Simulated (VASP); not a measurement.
Energy against volume of Ni$_{3}$Al (L1_2). Method: SCAN meta-GGA, VASP's PBE PAW potentials (set 64) (plane waves; VASP).

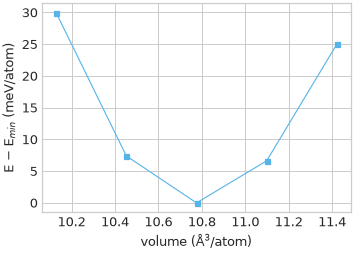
Fig. 1. Energy against volume

**Question.** Estimate the equilibrium volume and the bulk modulus.

**Answer.** The minimum lies near 10.8 Å³/atom, and the curvature gives B0 of about 220 GPa.

Measured: bulk modulus 174 GPa (computed value off by +29.3 %), as given by Nikolai A. Zarkevich et al., Crystals (2023), arXiv:2304.06869; a 3.572 Å (computed value off by -1.8 %), as given by Tensorial elastic properties and stability of interface states associated with Σ5(210) grain boundaries in Ni3(Al,Si). The calculation is for a static lattice, while the measured bulk modulus, a hold thermal and zero-point effects, which are part of the difference.

The compound is Ni3Al in the L1_2 structure. It was relaxed first, which changed the volume by -5 %.
